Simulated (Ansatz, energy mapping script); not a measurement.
**Spin model of LiNiSe2 in the alpha-NaFeO2 structure from collinear orders (isotropic strain to volume × 0.97)**

Wanted: the magnetic order of LiNiSe2 in the alpha-NaFeO2 structure, its couplings and an estimate of its ordering temperature, by PBEsol+U (7.8 eV).

Calculated with Ansatz 0.2.0; PBEsol with U = 7.8 eV on Ni d, ortho-atomic projectors; plane waves, U on orthogonalised atomic orbitals unless named otherwise, collinear spin, no spin–orbit coupling.

### 1. Set-up

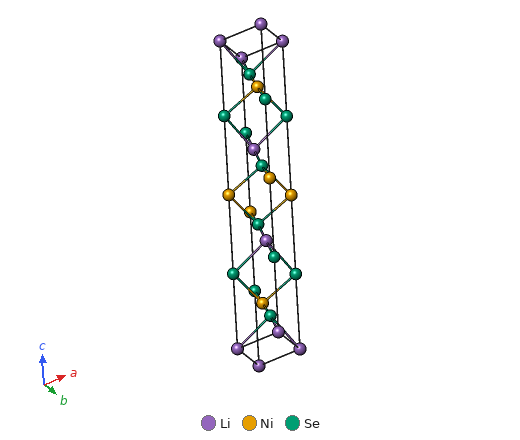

The starting structure, seen from a free direction (lithium purple, nickel orange, selenium teal). This picture shows the conventional cell, with its axes. Bonds to atoms that aren't drawn are left out. Some periodic images of atoms are drawn too.

This cell was built for the study (alpha-NaFeO2 prototype, lattice guessed from radii), not taken from an experiment; the compound need not form in this structure.

The parent cell was relaxed beforehand in Ansatz under PBE with U = 6.9 eV on Ni d, ortho-atomic projectors, D3(BJ) dispersion, from parallel moments.

This cell differs from the relaxed one by: isotropic strain to volume × 0.97. Atoms follow the cell and are not relaxed.

A Hubbard U penalises fractional filling of the shell. It raises the cost of virtual hops to the neighbours, so couplings that rest on such hops usually weaken.

### 2. One set of occupation matrices for all orders

A corrected shell can settle in several orbital fillings. One parallel run, with an occupation width a fifth wider than the orders use, therefore is to supply the occupation matrices. All orders start from them.

File input.yaml:

```yaml
crystal:
  lattice:
    - [1.7799005856, 1.027642961, 6.0390700854]
    - [-1.7799005856, 1.027642961, 6.0390700854]
    - [0.0, -2.0552352858, 6.0390787015]
  atoms:
    - { symbol: Li, position: [0.0, 0.0, 0.0] }
    - { symbol: Ni, position: [0.5, 0.5, 0.5], spin: 2.0 }
    - { symbol: Se, position: [0.243619626, 0.243619626, 0.243619626] }
    - { symbol: Se, position: [0.756380374, 0.756380374, 0.756380374] }
magnetization:
  spin_polarized: true
kpoints:
  mp_grid: { grid: [12, 12, 12] }
hamiltonian:
  xc: pbesol
  hubbard:
    sites: [{ species: Ni, l: d, u_eff: 7.8 }]
    projectors: ortho-atomic
scf:
  occupations: { method: fermi_dirac, width: 0.036 }
output:
  eigenvalues: true
```

Launch:

```sh
> ansatz run input.yaml --threads 4 --pin off --max-ram 8192MiB --backend cpu --events-out ev --progress --plain --runs-dir out
```

Numbers of over 12 decimals in the logs are rounded to 6 here.

The program printed:

```text
basis.fft_grid_basis auto: the FFT boxes are laid along the combinations [[1, 0, -1], [0, 1, -1], [0, 0, 1]] of the cell's own vectors, 3.560, 3.560 and 6.379 Å long. The dense box has 24×24×45 points. Along the cell's own vectors, as sized, it would have 45×45×45, 3.52 times as many. Of the 12 symmetry operations that the crystal satisfies within crystal.symmetry.tolerance (time reversal apart; of a slab, those that [...]
Engine: ansatz 0.2.0, aarch64-unknown-linux-gnu
Pseudopotentials: kind: paw
Pseudopotential: Li, paw, valence charge 3, recommended cutoff 420 eV (normal), Li.paw.azcp
Pseudopotential: Ni, paw, valence charge 18, recommended cutoff 420 eV (normal), Ni.paw.azcp
Pseudopotential: Se, paw, valence charge 16, recommended cutoff 420 eV (normal), Se.paw.azcp
Functional definition: PBEsol
  exchange = pbesol_x
  correlation = pbesol_c
Crystal: 4 atoms, lattice volume = 66.275 Å³
Basis set: ecut = 420 eV, 1275 PW (Γ), FFT grids on a1−a3, a2−a3, a3
Bands: 33, of which v1, the nominal top of the filled ones, is band 27 counted from 1 (26 counted from 0)
Symmetry: 12 space group operations
Space group: R-3m (ITA 166), of the structure as read, at distance tolerance 4.0e-5 Å
Magnetic group: BNS 166.97 (UNI 1327), of the structure as read, at distance tolerance 4.0e-5 Å
k-points: 189 of 1728
Non-local potential: Li, projectors of the file, l = 0: 3, l = 1: 2, l = 2: 1
Non-local potential: Ni, projectors of the file, l = 0: 3, l = 1: 2, l = 2: 3, l = 3: 1
Non-local potential: Se, projectors of the file, l = 0: 2, l = 1: 2, l = 2: 3, l = 3: 1
PAW form: soft (Blöchl's): semilocal exchange-correlation on the pseudo side does not see the compensation charge
PAW frozen core: Ni, regenerated for the run's functional, and the local potential with it (the file was generated under x = pbe(κ = 0.804, μ = 0.219515), c = pbe(β = 0.066725))
PAW frozen core: Se, regenerated for the run's functional, and the local potential with it (the file was generated under x = pbe(κ = 0.804, μ = 0.219515), c = pbe(β = 0.066725))
PAW one-centre angular grid: Li, 110 points (default); XC on 64 Gauss nodes
PAW one-centre angular grid: Ni, 590 points (default); XC on 64 Gauss nodes
PAW one-centre angular grid: Se, 590 points (default); XC on 64 Gauss nodes
Initial density: superposition of atomic densities (chi_scale 0.1, normalization cell, long waves kept (reshape's long-wave potential 0.03 eV rms))
Starting moments: Σ|m| = 2 μB on 1 of 4 sites
Initial wavefunctions: pseudopotential atomic-orbital guess
Functional: x = pbesol(κ = 0.804, μ = 0.123457), c = pbesol(β = 0.046)
[...]
SCF iter  25: F=—  HF=-16855.781986 eV  |F-HF|=—  |Δ(HF+E_count)|=   3.03e-9  Δρ=1.16e-5 (↑5.67e-6 ↓1.16e-5)  dr2=1.08e-7  dr2_m=7.60e-9  M=1.111 μB ∫|m|=1.710 μB  β_m=0.93  ethr=5.24e-10  ⟨swp⟩=2.0  Hψ=21826  notcnv=0  defer=620
SCF iter  26: F=-16855.781986 eV  HF=-16855.781986 eV  |F-HF|=5.24e-10  |Δ(HF+E_count)|=   3.45e-9  Δρ=2.52e-6 (↑1.09e-6 ↓2.52e-6)  dr2=3.42e-9  dr2_m=7.05e-10  M=1.110 μB ∫|m|=1.710 μB  ethr=1.89e-10  ⟨swp⟩=8.7  Hψ=44897  notcnv=0
SCF 1 converged in 26 iterations: F = -16855.781986 eV  dr2 = 3.42e-9
[...]
Symmetry: 6 space group operations
k-points: 294 of 1728
[...]
Starting moments: Σ|m| = 2 μB on 1 of 4 sites; this step starts from the density that it was given
[...]
spin=Collinear: Kerker preconditioning applied to the charge; magnetization (m = ρ↑ − ρ↓) channel mixes plain (no charge-response kernel on spin).
[...]
SCF 2 converged in 4 iterations: F = -16855.781986 eV  dr2 = 1.11e-8
an SCF along what the orbitals of the run's state read of its open shells (or to have them read: on a GPU, or by another smearing), with 6 of the crystal's symmetry operations given up (294 k-points in place of 189), reached no lower state that the run goes on to. This is no proof of a minimum
SCF converged after 26 iterations
Magnetization: 1.1105 μB (27.0552 up, 25.9448 down)
Absolute magnetization: 1.6988 μB (∫|ρ↑−ρ↓|, with the PAW one-centre terms)
Spin contamination: 0.3701 ħ² per cell (⟨S²⟩ above its minimum at these occupations)
Per-site moments (μB) at R_I (Å): [(0.026277, 1.080865), (1.330895, 1.024445), (-0.095042, 1.024445), (-0.095042, 1.024445)]
Free energy (F): -16855.781986 eV
Harris-Foulkes:  -16855.781986 eV  (|F-HF|=5.24e-10)
Internal energy: -16855.775635 eV  (E = F + TS)
E sigma→0 (E₀):  -16855.778811 eV
Entropy (-TS):   -0.006351 eV (-1.588 meV/atom)
Fermi energy:    9.566314 eV
--- Per-component energies (eV) ---
  E_band       = -1240.496760
  E_kinetic    = 540.462588
  E_local      = -9913.710967  (includes V_loc(G=0)·N_el)
  E_nonlocal   = -576.774701
  E_hartree    = 4580.116098
  E_xc         = -301.494210
  E_vxc        = -318.967311  (∫ρ·V_xc dr)
  E_hubbard    = 2.075814  (on-site DFT+U / exact-exchange correction)
  E_vhub       = -29.282101  (the Hubbard potential's part of the band-sum identity)
  E_paw        = -5352.426456  (= ΣΔE_a)
  E_vpaw       = -102.454449  (= ΣTr[D̂ρ^β])
  E_aug_tail   = -0.000699  (compensation charges beyond the density's cutoff)
  E_ewald      = -5836.237293
  E_core_change = 2.214190  (= ΣΔE_core)
  E_smearing   = -0.006351  (= −TS)
  E_closure    = 0.000000  (closes the sum)
  Σ components = -16855.781986   (vs F -16855.781986, Δ=0.00e0)
--- Band table (eV; the first three rows and the last of 378) ---
  k-point 0 ↑: bands = [... 23 lower, 9.6315, 9.9750, 9.9750, 10.3703, 10.3703, 14.3313, 14.4358, 16.4837, ... 2 higher]
  k-point 1 ↑: bands = [... 23 lower, 9.3923, 9.6462, 9.8267, 9.8373, 10.2834, 14.7262, 14.9529, 16.4733, ... 2 higher]
  k-point 2 ↑: bands = [... 23 lower, 8.1504, 8.8230, 9.4373, 9.6472, 10.0867, 14.9873, 15.6551, 17.2017, ... 2 higher]
  k-point 188 ↓: bands = [... 23 lower, 8.0353, 9.7097, 9.7097, 11.9237, 11.9237, 15.1633, 15.3238, 17.6958, ... 2 higher]
Occupation matrices written to <dir>
```

It took 62 s on 4 threads of Arm Neoverse V2, shared host; peak memory 3.3 GiB; 4 min of CPU time.

This step gave:

```
final state                       : ferromagnetic
electrons in the corrected shells : 8.573 e
largest moment                    : 1.331 μB
```

### 3. Parallel start in cell A (8 atoms)

The parallel order is the zero of energy for this cell and mesh.

File input.yaml:

```yaml
crystal:
  lattice:
    - [-1.7799005856, 3.0828782468, -8.6161e-06]
    - [-5.3397017569, -3.0828782468, 8.6161e-06]
    - [1.7799005856, 1.027642961, 6.0390700854]
  atoms:
    - { symbol: Li, position: [0.5, 0.5, 0.0] }
    - { symbol: Li, position: [0.0, 0.0, 0.0] }
    - { symbol: Ni, position: [0.5, 0.0, 0.5], spin: 2.0 }
    - { symbol: Ni, position: [0.0, 0.5, 0.5], spin: 2.0 }
    - { symbol: Se, position: [0.5, 0.743619626, 0.730858878] }
    - { symbol: Se, position: [0.0, 0.243619626, 0.730858878] }
    - { symbol: Se, position: [0.5, 0.256380374, 0.269141122] }
    - { symbol: Se, position: [0.0, 0.756380374, 0.269141122] }
magnetization:
  spin_polarized: true
kpoints:
  mp_grid: { grid: [10, 6, 6] }
hamiltonian:
  xc: pbesol
  hubbard:
    sites:
      - { species: Ni, l: d, u_eff: 7.8 }
      - { site: 2, l: d, u_eff: 7.8, starting_ns: [{ spin: up, occupation_matrix: ni2_major }, { spin: down, occupation_matrix: ni2_minor }] }
      - { site: 3, l: d, u_eff: 7.8, starting_ns: [{ spin: up, occupation_matrix: ni2_major }, { spin: down, occupation_matrix: ni2_minor }] }
    projectors: ortho-atomic
    occupation_matrices:
      ni2_major:
        matrix:
          - [0.995, 0.0, 0.0, 0.0, 0.0]
          - [0.0, 0.981, 0.0, 0.0, 0.01]
          - [0.0, 0.0, 0.981, 0.01, 0.0]
          - [0.0, 0.0, 0.01, 0.987, 0.0]
          - [0.0, 0.01, 0.0, 0.0, 0.987]
      ni2_minor:
        matrix:
          - [0.993, 0.0, 0.0, 0.0, 0.0]
          - [0.0, 0.542, 0.0, 0.0, 0.308]
          - [0.0, 0.0, 0.542, 0.308, 0.0]
          - [0.0, 0.0, 0.308, 0.782, 0.0]
          - [0.0, 0.308, 0.0, 0.0, 0.782]
scf:
  occupations: { method: fermi_dirac, width: 0.03 }
output:
  eigenvalues: true
```

The program printed:

```text
Warning: crystal.lattice misses the space group found at crystal.symmetry.tolerance 1.0e-5 in a digit that the deck types, which is why this is a warning: making the lattice exact moves one of its numbers by a whole unit of that number's last typed decimal, or more. The operation that it misses by the most changes a squared length by the fraction 1.84e-10. The run uses the lattice that is a stretch of the typed one, with no rotation, onto the one that keeps every operation to a double's rounding (on a very oblique basis the stretch itself rounds by more); the deck's lattice vector that moved farthest moved by 2.94e-10 Å. [rest of the remark cut]
Warning: crystal.symmetry: narrowed to the stabiliser of the occupation matrices — unitary ops 8 → 4; lowered by the specified shells (site 2, l: d), (site 3, l: d); largest admitted image defect 4.4e-16, smallest excluded 3.3e-6 — at a rounding scale rather than a splitting's, so precision (not physics) most likely lowered the group: (i) a fixed point transcribed at too few decimals — re-emit the block at full precision (to 7 decimals or more, rounded to nearest) from a symmetrised source (a converged report's `n_mat` / `n_mat_spinor`) (of a frozen-density pass: in the run whose state it reads); [rest of the remark cut]
[...]
Crystal: 8 atoms, lattice volume = 132.551 Å³
Basis set: ecut = 420 eV, 2579 PW (Γ)
Bands: 66, of which v1, the nominal top of the filled ones, is band 53 counted from 1 (52 counted from 0)
Symmetry: 4 space group operations
k-points: 184 of 360
[...]
Starting moments: Σ|m| = 4 μB on 2 of 8 sites
[...]
SCF iter   1: F=—  HF=-33720.914589 eV  |F-HF|=—  |Δ(HF+E_count)|=         —  Δρ=2.25e-1 (↑4.17e-2 ↓2.25e-1)  dr2=7.56e1  dr2_m=1.12e1  M=0.718 μB ∫|m|=0.789 μB  β_m=0.30  ethr=3.10e-3  ⟨swp⟩=6.0  Hψ=83817  notcnv=0  defer=138
[...]
SCF iter  16: F=-33711.557688 eV  HF=-33711.557688 eV  |F-HF|=2.67e-8  |Δ(HF+E_count)|=   1.60e-7  Δρ=3.87e-6 (↑1.79e-6 ↓3.87e-6)  dr2=5.73e-8  dr2_m=2.26e-9  M=2.227 μB ∫|m|=3.418 μB  ethr=9.43e-11  ⟨swp⟩=8.3  Hψ=92434  notcnv=0
SCF 1 converged in 16 iterations: F = -33711.557688 eV  dr2 = 5.73e-8
[...]
SCF converged after 16 iterations
Magnetization: 2.2272 μB (54.1136 up, 51.8864 down)
Absolute magnetization: 3.3955 μB (∫|ρ↑−ρ↓|, with the PAW one-centre terms)
[...]
Per-site moments (μB) at R_I (Å): [(0.026283, 1.080865), (0.026283, 1.080865), (1.331458, 1.024445), (1.331458, 1.024445), (-0.094197, 1.024445), (-0.094197, 1.024445), (-0.094197, 1.024445), (-0.094197, 1.024445)]
Free energy (F): -33711.557688 eV
[...]
Internal energy: -33711.548665 eV  (E = F + TS)
E sigma→0 (E₀):  -33711.553176 eV
Entropy (-TS):   -0.009022 eV (-1.128 meV/atom)
Fermi energy:    9.577201 eV
[...]
--- Specified on-site occupations, and those of the state reported ---
  electrons in the specified blocks: 17.1440 specified, 17.1453 found
  site 2 (l=d) ↑: largest change of an orbital's occupation 0.0013; electrons 4.9310 specified, 4.9324 found; spectral distance 0.0012
[...]
site 3 (l=d) ↓: largest change of an orbital's occupation 0.0004; electrons 3.6410 specified, 3.6402 found; spectral distance 0.0006
[...]
--- Band table (eV; the first three rows and the last of 368) ---
  k-point 0 ↑: bands = [... 49 lower, 9.6317, 9.9737, 9.9743, 10.1034, 10.2130, 10.3688, 10.3698, 12.8172, ... 9 higher]
  k-point 1 ↑: bands = [... 49 lower, 9.1105, 9.6107, 9.9294, 9.9300, 10.0410, 10.4027, 10.4037, 13.0035, ... 9 higher]
  k-point 2 ↑: bands = [... 49 lower, 8.0233, 8.7076, 9.6819, 9.8564, 9.8570, 10.4550, 10.4560, 13.3185, ... 9 higher]
  k-point 183 ↓: bands = [... 49 lower, 7.9581, 8.1732, 8.1732, 11.8845, 11.8845, 11.9794, 11.9794, 13.0281, ... 9 higher]
Occupation matrices written to <dir>
```

The job ended after 73 s (4 threads; peak memory 2.5 GiB; 4.6 min of CPU time).

Spin moment in the sphere by atom:

| atom | spin moment in the sphere (μB) |
| --- | --- |
| Li1 | 0.03 |
| Li2 | 0.03 |
| Ni3 | 1.33 |
| Ni4 | 1.33 |
| Se5 | -0.09 |
| Se6 | -0.09 |
| Se7 | -0.09 |
| Se8 | -0.09 |

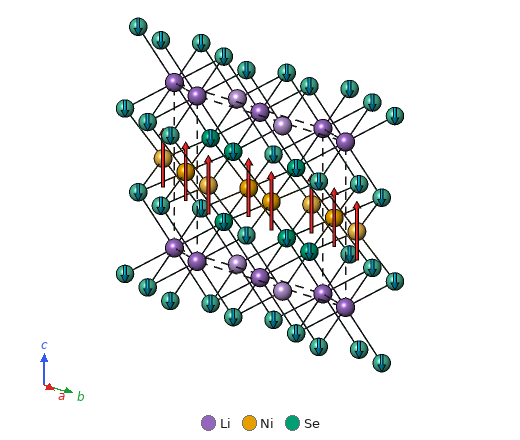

Spin moment in the sphere as arrows, the longest 1.33 μB. Up and down stand for the sign. Arrows give size and sign along the axis of quantisation, drawn up and down the page. Each arrow also spans its atom, so small moments look longer than they are. The two directions have two colours. Some periodic images of atoms are drawn too.

The run ends ferromagnetic.

### 4. Compensated +− start in cell A (8 atoms)

This order reverses 4 of the 6 neighbours at 3.56 Å, 4 of the 6 neighbours at 6.17 Å and 4 of the 6 neighbours at 6.38 Å, counted for an average magnetic atom.

Edit input.yaml of step 3 so:

```diff
@@ -9,3 +9,3 @@
     - { symbol: Ni, position: [0.5, 0.0, 0.5], spin: 2.0 }
-    - { symbol: Ni, position: [0.0, 0.5, 0.5], spin: 2.0 }
+    - { symbol: Ni, position: [0.0, 0.5, 0.5], spin: -2.0 }
     - { symbol: Se, position: [0.5, 0.743619626, 0.730858878] }
@@ -24,3 +24,3 @@
       - { site: 2, l: d, u_eff: 7.8, starting_ns: [{ spin: up, occupation_matrix: ni2_major }, { spin: down, occupation_matrix: ni2_minor }] }
-      - { site: 3, l: d, u_eff: 7.8, starting_ns: [{ spin: up, occupation_matrix: ni2_major }, { spin: down, occupation_matrix: ni2_minor }] }
+      - { site: 3, l: d, u_eff: 7.8, starting_ns: [{ spin: up, occupation_matrix: ni2_minor }, { spin: down, occupation_matrix: ni2_major }] }
     projectors: ortho-atomic
```

The program printed:

```text
[...]
Crystal: 8 atoms, lattice volume = 132.551 Å³
Basis set: ecut = 420 eV, 2579 PW (Γ)
Bands: 66, of which v1, the nominal top of the filled ones, is band 53 counted from 1 (52 counted from 0)
Symmetry: 2 space group operations
k-points: 184 of 360
[...]
Starting moments: Σ|m| = 4 μB on 2 of 8 sites
[...]
the translation (0.5, 0.5, 0) carries every atom to within crystal.symmetry.tolerance of an atom of its element with the starting moment reversed, but both spin channels are solved: the dense FFT box has an odd point count along it
SCF iter   1: F=—  HF=-33720.917744 eV  |F-HF|=—  |Δ(HF+E_count)|=         —  Δρ=1.62e-1 (↑1.62e-1 ↓1.62e-1)  dr2=7.56e1  dr2_m=1.11e1  M=0.000 μB ∫|m|=0.691 μB  β_m=0.30  ethr=3.10e-3  ⟨swp⟩=6.0  Hψ=84240  notcnv=0  defer=137
[...]
SCF iter  15: F=—  HF=-33711.412116 eV  |F-HF|=—  |Δ(HF+E_count)|=   7.05e-4  Δρ=1.66e-3 (↑1.66e-3 ↓1.66e-3)  dr2=1.50e-2  dr2_m=9.60e-5  M=-0.000 μB ∫|m|=3.239 μB  β_m=0.30  ethr=3.99e-7  ⟨swp⟩=1.1  Hψ=21992  notcnv=0  defer=2400
[...]
spin-set hold released at iteration 15 (site moments' squared step at or under half its running peak, from the soft ceiling on): the magnetisation degrees of freedom join the quasi-Newton model from the next iteration; the mixer history was flushed
SCF iter  16: F=—  HF=-33711.410968 eV  |F-HF|=—  |Δ(HF+E_count)|=   1.15e-3  Δρ=3.87e-4 (↑3.87e-4 ↓3.87e-4)  dr2=1.62e-3  dr2_m=7.76e-6  M=-0.000 μB ∫|m|=3.227 μB  β_m=0.33  ethr=3.99e-7  ⟨swp⟩=2.0  Hψ=43186  notcnv=0  defer=2400
[...]
SCF iter  25: F=-33711.410875 eV  HF=-33711.410875 eV  |F-HF|=1.31e-8  |Δ(HF+E_count)|=   1.95e-7  Δρ=5.34e-6 (↑5.16e-6 ↓5.34e-6)  dr2=5.86e-8  dr2_m=9.85e-9  M=-0.000 μB ∫|m|=3.219 μB  ethr=5.17e-11  ⟨swp⟩=2.2  Hψ=70268  notcnv=0
SCF 1 converged in 25 iterations: F = -33711.410875 eV  dr2 = 5.86e-8
[...]
SCF converged after 25 iterations
Magnetization: -0.0000 μB (53.0000 up, 53.0000 down)
Absolute magnetization: 3.2168 μB (∫|ρ↑−ρ↓|, with the PAW one-centre terms)
[...]
Per-site moments (μB) at R_I (Å): [(0.026740, 1.080865), (-0.026740, 1.080865), (1.333388, 1.024445), (-1.333381, 1.024445), (0.034395, 1.024445), (-0.034399, 1.024445), (0.034395, 1.024445), (-0.034399, 1.024445)]
Free energy (F): -33711.410875 eV
[...]
Internal energy: -33711.395534 eV  (E = F + TS)
E sigma→0 (E₀):  -33711.403204 eV
Entropy (-TS):   -0.015341 eV (-1.918 meV/atom)
Fermi energy:    9.572752 eV
[...]
--- Specified on-site occupations, and those of the state reported ---
  electrons in the specified blocks: 17.1440 specified, 17.1435 found
[...]
--- Band table (eV; the first three rows and the last of 368) ---
  k-point 0 ↑: bands = [... 49 lower, 9.5854, 9.9136, 9.9292, 10.2109, 10.2876, 11.8973, 11.9594, 12.9228, ... 9 higher]
  k-point 1 ↑: bands = [... 49 lower, 9.0751, 9.8725, 9.8773, 9.9897, 10.2136, 11.8299, 11.8378, 13.1105, ... 9 higher]
  k-point 2 ↑: bands = [... 49 lower, 8.0213, 9.6053, 9.7973, 9.8242, 10.0410, 11.7280, 11.7509, 13.4279, ... 9 higher]
  k-point 183 ↓: bands = [... 49 lower, 7.6770, 8.0400, 8.1268, 10.1345, 10.1570, 11.9251, 11.9573, 12.8612, ... 9 higher]
Occupation matrices written to <dir>
```

It took 1.7 min on 4 threads; peak memory 2.5 GiB; 6.8 min of CPU time.

Spin moment in the sphere by atom:

| atom | spin moment in the sphere (μB) |
| --- | --- |
| Li1 | 0.03 |
| Li2 | -0.03 |
| Ni3 | 1.33 |
| Ni4 | -1.33 |
| Se5 | 0.03 |
| Se6 | -0.03 |
| Se7 | 0.03 |
| Se8 | -0.03 |

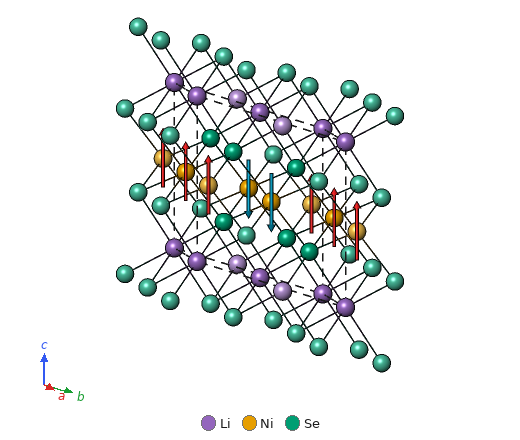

Spin moment in the sphere as arrows, the longest 1.33 μB. Up and down stand for the sign. Arrows give size and sign along the axis of quantisation, drawn up and down the page. The two directions have two colours. Some periodic images of atoms are drawn too.

The run ends antiferromagnetic, 74.99 meV a magnetic atom above the parallel order of its cell (energies taken at zero occupation width, not the printed F).

(Continued in part 2 of 2.)

[Logs and program files are shortened in this print: banners, set-up blocks, solver, clock and traceback lines can be left out without a mark of their own.]

[Logs are printed without paths, hosts, clocks, repeated set-up lines and the standing remarks that a program may print on its own settings, such as how far it seeks lower states.]

[Hosts, paths, dates, database ids (printed as entryN), source tags and the programs' standing remarks are cut or masked in the printed files.]

[Where a cell is said to come from a database of computed structures, the database is the Materials Project.]
